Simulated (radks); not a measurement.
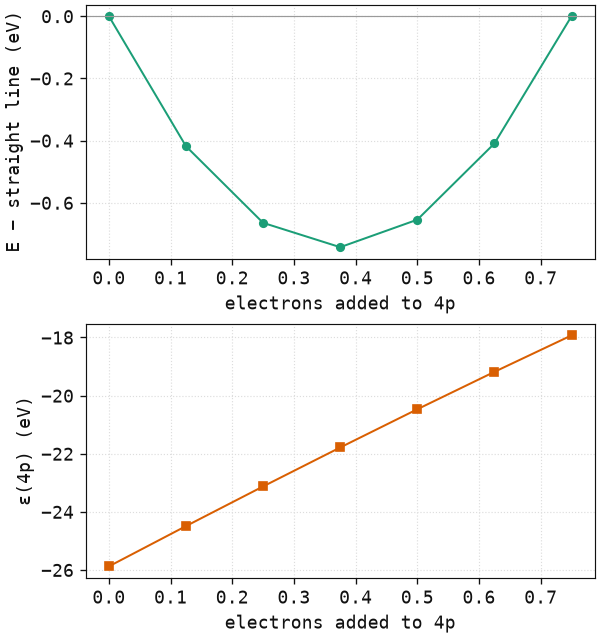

All numbers are computed, not measured: scalar-relativistic Kohn-Sham, SCAN, spin-unpolarised, spherical densities, finite nucleus (the in-house radial solver radks). The occupation of the 4p shell is varied from Rb with charge +0.875 ([Ar] 3d10 4s2 4p5.125 5s1) to Rb with charge +0.125 ([Ar] 3d10 4s2 4p5.875 5s1), with spherical fractional occupations. The plot shows the total energy less the straight line between the end points, and the eigenvalue of 4p.

**Is the energy convex or concave in the occupation, and by how much?**

The curve is convex (below the straight line), with the largest deviation among the points computed, −0.74 eV, at 0.375. The eigenvalue, which is the slope of the energy (Janak's theorem), moves from −25.9 eV at 0 to −17.9 eV at 0.75. Convexity is the mark of the delocalisation error, which puts fractional charges too low; for p, d and f shells the spherical spreading of the fraction adds to it. The shell lies under occupied ones, so the straight line is a guide here rather than an exact condition. One end point is itself fractional, so the deviation from the line between whole numbers would be larger.
